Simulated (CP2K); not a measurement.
**doublet C2H4Si+ at 3 levels**

Aim: a comparison of 3 runs (UHF/3-21G, PM3, PM6) of doublet C2H4Si+. 

The results are computed with CP2K 2026.2.

8 further runs of the same task are left out: 6 that didn't finish, 2 set aside as unsound or not needed.

## (1) The system as given

The species is C2H4Si+ (7 atoms), meant as a doublet with charge +1. As SMILES of the parent species, `C#C[SiH3]`. The shape is that of a PBE0-D4/def2-TZVP optimisation. That shape belongs to the parent species and isn't relaxed for this state.

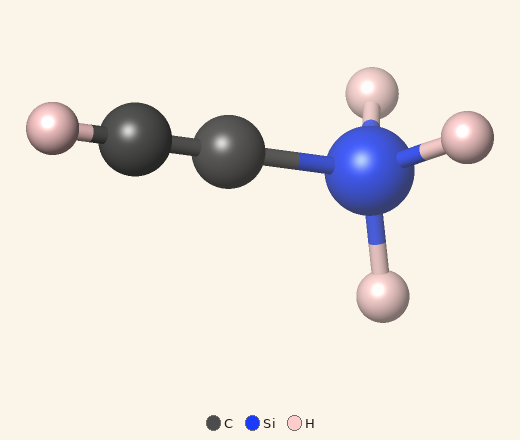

The structure, seen from a chosen angle (carbon dark grey, silicon blue, hydrogen pink).

## (2) A single-point energy at UHF/3-21G (run 1)

Contents of calc.inp:

```
&GLOBAL
    PROJECT calc
    RUN_TYPE ENERGY
    PRINT_LEVEL MEDIUM
&END GLOBAL

&FORCE_EVAL
    METHOD QS
    &DFT
        BASIS_SET_FILE_NAME ./3_21g.basis
        POTENTIAL_FILE_NAME POTENTIAL
        CHARGE 1
        MULTIPLICITY 2
        SPIN_POLARIZED T
        &QS
            METHOD GAPW
            EPS_DEFAULT 1.0E-10
        &END QS
        &MGRID
            CUTOFF 280
            REL_CUTOFF 50
            NGRIDS 4
        &END MGRID
        &POISSON
            PERIODIC NONE
            POISSON_SOLVER MULTIPOLE
        &END POISSON
        &SCF
            SCF_GUESS ATOMIC
            EPS_SCF 1.0E-06
            MAX_SCF 50
            &OT
                MINIMIZER DIIS
                PRECONDITIONER FULL_ALL
            &END OT
            &OUTER_SCF
                EPS_SCF 1.0E-06
                MAX_SCF 8
            &END OUTER_SCF
        &END SCF
        &XC
            &XC_FUNCTIONAL NONE
            &END XC_FUNCTIONAL
            &HF
                FRACTION 1
                &SCREENING
                    EPS_SCHWARZ 1.0E-10
                &END SCREENING
                &MEMORY
                    MAX_MEMORY 1050
                &END MEMORY
            &END HF
        &END XC
        &PRINT
            &MOMENTS
                PERIODIC F
                REFERENCE COM
                MAX_MOMENT 1
            &END MOMENTS
            &MO_CUBES
                NLUMO 3
                NHOMO -1
                WRITE_CUBE F
            &END MO_CUBES
            &LOWDIN ON
            &END LOWDIN
            &HIRSHFELD OFF
            &END HIRSHFELD
        &END PRINT
    &END DFT
    &SUBSYS
        &CELL
            ABC 9.7 11.7 9.4
            PERIODIC NONE
        &END CELL
        &COORD
            C      3.815850     4.511300     5.097250
            C      4.178050     5.656200     4.987450
            Si     4.726350     7.387000     4.821250
            H      3.495550     3.499200     5.194350
            H      4.302050     7.911000     3.500050
            H      4.114850     8.200800     5.899950
            H      6.204450     7.445600     4.929450
        &END COORD
        &KIND C
            BASIS_SET 3-21G
            POTENTIAL ALL
            LEBEDEV_GRID 194
            RADIAL_GRID 100
        &END KIND
        &KIND Si
            BASIS_SET 3-21G
            POTENTIAL ALL
            LEBEDEV_GRID 194
            RADIAL_GRID 100
        &END KIND
        &KIND H
            BASIS_SET 3-21G
            POTENTIAL ALL
            LEBEDEV_GRID 194
            RADIAL_GRID 100
        &END KIND
    &END SUBSYS
&END FORCE_EVAL
```

Launch:

```sh
OMP_NUM_THREADS=1 cp2k.psmp calc.inp > calc.out
```

Standard output:

```text
CP2K| version string:                                       CP2K version 2026.2
[...]
 GLOBAL| Method name                                                        CP2K
[...]
 GLOBAL| Run type                                                         ENERGY
[...]
 DFT| Spin unrestricted (spin-polarized) Kohn-Sham calculation               UKS
 DFT| Multiplicity                                                             2
[...]
 DFT| Charge                                                                   1
[...]
 QS| Method:                                                                GAPW
[...]
 QS| Density cutoff [a.u.]:                                                140.0
[...]
 QS| Relative density cutoff [a.u.]:                                        25.0
[...]
                             - Atoms:                                          7
[...]
                             - Spherical basis functions:                     39
[...]
 Number of electrons:                                                         15
[...]
     1 OT DIIS     0.15E+00    0.7     0.27402367      -342.7062146120 -3.43E+02
[...]
    34 OT DIIS     0.15E+00    0.4     0.00000087      -364.6081612174 -9.41E-10
  *** SCF run converged in    34 steps ***
[...]
  Overlap energy of the core charge distribution:               0.00006263004857
  Self energy of the core charge distribution:               -189.52779631830754
  Core Hamiltonian energy:                                   -173.23098811129933
  Hartree energy:                                              60.26972417277790
  Exchange-correlation energy:                                  0.00000000000000
  Hartree-Fock Exchange energy:                               -31.71027904227143
[...]
 HOMO - LUMO gap [eV] :    9.367132
 ENERGY| Total FORCE_EVAL ( QS ) energy [hartree]           -364.608161217431643
[...]
```

Wall time 35 s (1 thread of Arm Neoverse V1, shared host); peak memory 0.55 GiB.

## (3) A single-point energy at PM3 (run 2)

Contents of job.inp:

```
&GLOBAL
  PROJECT_NAME job
  RUN_TYPE ENERGY
  PRINT_LEVEL MEDIUM
&END GLOBAL

&FORCE_EVAL
  METHOD QS
  &DFT
    CHARGE 1
    MULTIPLICITY 2
    UKS T
    # Quickstep
    &QS
      METHOD PM3
      EPS_DEFAULT 1.0E-10
      &SE
        &COULOMB
          CUTOFF [angstrom] 50
          RC_RANGE [angstrom] 0
        &END COULOMB
        &EXCHANGE
          CUTOFF [angstrom] 50
          RC_RANGE [angstrom] 0
        &END EXCHANGE
      &END SE
    &END QS
    &POISSON
      PERIODIC NONE
      POISSON_SOLVER ANALYTIC
    &END POISSON
    &SCF
      SCF_GUESS ATOMIC
      EPS_SCF 1.0E-06
      MAX_SCF 40
      &OT
        MINIMIZER CG
        PRECONDITIONER FULL_SINGLE_INVERSE
      &END OT
      &OUTER_SCF
        EPS_SCF 1.0E-06
        MAX_SCF 10
      &END OUTER_SCF
    &END SCF
    &PRINT
      &MOMENTS
        PERIODIC F
        REFERENCE COM
        MAX_MOMENT 1
      &END MOMENTS
      &MO_CUBES
        NLUMO 3
        NHOMO -1
        WRITE_CUBE F
      &END MO_CUBES
      &HIRSHFELD OFF
      &END HIRSHFELD
    &END PRINT
  &END DFT
  # structure
  &SUBSYS
    &CELL
      ABC 12.7 14.7 12.4
      PERIODIC NONE
    &END CELL
    &COORD
      UNIT bohr
      C     -1.0973640    -3.5364335     0.3254108
      C     -0.4129052    -1.3728860     0.1179189
      Si     0.6232317     1.8978519    -0.1961536
      H     -1.7026432    -5.4490253     0.5089032
      H     -0.1785791     2.8880684    -2.6928597
      H     -0.5323358     3.4357111     1.8422940
      H      3.4164359     2.0085899     0.0083148
    &END COORD
    &TOPOLOGY
      &CENTER_COORDINATES
      &END CENTER_COORDINATES
    &END TOPOLOGY
  &END SUBSYS
&END FORCE_EVAL
```

Launch:

```sh
OMP_NUM_THREADS=1 cp2k.psmp -i job.inp > job.out 2>&1
```

Standard output:

```text
CP2K| version string:                                       CP2K version 2026.2
[...]
 GLOBAL| Method name                                                        CP2K
[...]
 GLOBAL| Run type                                                         ENERGY
[...]
                             - Atoms:                                          7
[...]
                             - Spherical basis functions:                     16
[...]
 Number of electrons:                                                          8
[...]
     1 OT CG       0.80E-01    0.0     0.19897268        -9.7319142729 -9.73E+00
[...]
    22 OT CG       0.55E+00    0.0     0.00000089       -13.1846308399 -1.40E-10
  *** SCF run converged in    22 steps ***
  Core-core repulsion energy [eV]:                            571.65506222093188
  Core Hamiltonian energy [eV]:                              -510.15441052499807
  Two-electron integral energy [eV]:                         -840.54540497270955
  Electronic energy [eV]:                                    -930.42711301135296
  Total energy [eV]:                                         -358.77205079042096
  Atomic reference energy [eV]:                               371.09997477907552
  Heat of formation [kcal/mol]:                               284.28870333252473
[...]
 SE_DIPOLE| Moment [Debye]         -0.19395026       1.61161832      -0.15651585
 SE_DIPOLE| Derivative [a.u.]       0.00000000       0.00000000       0.00000000
 *** WARNING in qs_scf_post_se.F:140 :: Printing of MO cube files not ***
 *** implemented for Semi-Empirical method.                           ***
 ENERGY| Total FORCE_EVAL ( QS ) energy [hartree]            -13.184630839860009
[...]
```

Run time: 2.9 s. Hardware: 1 thread of Arm Neoverse V1, shared host.

## (4) A single-point energy at PM6 (run 3)

Contents of mol.inp:

```
&FORCE_EVAL
  METHOD Quickstep
  &DFT
    CHARGE 1
    MULTIPLICITY 2
    SPIN_POLARIZED T
    &QS
      METHOD PM6
      EPS_DEFAULT 1.0E-10
      &SE
        &COULOMB
          CUTOFF [angstrom] 50
          RC_RANGE [angstrom] 0
        &END COULOMB
        &EXCHANGE
          CUTOFF [angstrom] 50
          RC_RANGE [angstrom] 0
        &END EXCHANGE
      &END SE
    &END QS
    &POISSON
      PERIODIC NONE
      POISSON_SOLVER ANALYTIC
    &END POISSON
    &SCF
      SCF_GUESS ATOMIC
      EPS_SCF 1.0E-06
      MAX_SCF 40
      &OT ON
        MINIMIZER CG
        PRECONDITIONER FULL_SINGLE_INVERSE
      &END OT
      &OUTER_SCF
        EPS_SCF 1.0E-06
        MAX_SCF 10
      &END OUTER_SCF
    &END SCF
    &PRINT
      &MOMENTS
        PERIODIC F
        REFERENCE COM
        MAX_MOMENT 1
      &END MOMENTS
      &MO_CUBES
        NLUMO 3
        NHOMO -1
        WRITE_CUBE F
      &END MO_CUBES
      &HIRSHFELD OFF
      &END HIRSHFELD
    &END PRINT
  &END DFT
  &SUBSYS
    &CELL
      ABC [angstrom] 18.7 20.7 18.4
      PERIODIC NONE
    &END CELL
    &COORD
      C     -0.580700    -1.871400     0.172200
      C     -0.218500    -0.726500     0.062400
      Si     0.329800     1.004300    -0.103800
      H     -0.901000    -2.883500     0.269300
      H     -0.094500     1.528300    -1.425000
      H     -0.281700     1.818100     0.974900
      H      1.807900     1.062900     0.004400
    &END COORD
    &TOPOLOGY
      &CENTER_COORDINATES
      &END CENTER_COORDINATES
    &END TOPOLOGY
  &END SUBSYS
&END FORCE_EVAL

&GLOBAL
  PROJECT_NAME mol
  RUN_TYPE ENERGY
  PRINT_LEVEL MEDIUM
&END GLOBAL
```

Launch:

```sh
OMP_NUM_THREADS=1 cp2k.psmp -i mol.inp -o mol.out
```

Standard output:

```text
CP2K| version string:                                       CP2K version 2026.2
[...]
 GLOBAL| Method name                                                        CP2K
[...]
 GLOBAL| Run type                                                         ENERGY
[...]
                             - Atoms:                                          7
[...]
                             - Spherical basis functions:                     21
[...]
 Number of electrons:                                                          8
[...]
     1 OT CG       0.80E-01    0.0     0.15313125       -10.2306201845 -1.02E+01
[...]
    27 OT CG       0.71E+00    0.0     0.00000092       -13.2356270484 -2.68E-10
  *** SCF run converged in    27 steps ***
  Core-core repulsion energy [eV]:                            599.76267105559600
  Core Hamiltonian energy [eV]:                              -541.76569619963084
  Two-electron integral energy [eV]:                         -836.31340610672339
  Electronic energy [eV]:                                    -959.92239925299236
  Total energy [eV]:                                         -360.15972819739648
  Atomic reference energy [eV]:                               372.37790227907544
  Heat of formation [kcal/mol]:                               281.75781015264488
[...]
 SE_DIPOLE| Moment [Debye]          0.69180630       0.08921261      -0.88132602
 SE_DIPOLE| Derivative [a.u.]       0.00000000       0.00000000       0.00000000
 *** WARNING in qs_scf_post_se.F:140 :: Printing of MO cube files not ***
 *** implemented for Semi-Empirical method.                           ***
 ENERGY| Total FORCE_EVAL ( QS ) energy [hartree]            -13.235627048442808
[...]
```

It took 1.5 s on 1 thread of Arm Neoverse V1, shared host.

## (5) Overview of the runs

| run | level | scheme | iteration cap | energy (Eh) | wall time |
| --- | --- | --- | --- | --- | --- |
| 1 | UHF/3-21G | GAPW | 50 | -364.608161 | 35 s |
| 2 | PM3 | – | 40 | -13.184631 | 2.9 s |
| 3 | PM6 | – | 40 | -13.235627 | 1.5 s |

## (6) What came out

| quantity | value |
| --- | --- |
| run 3: total energy | -13.23563 Eh |
| run 3: heat of formation | 281.8 kcal/mol |

Force-field and semi-empirical energies have zeros of their own, so their totals don't compare. All runs together took 39 s, the longest 35 s.
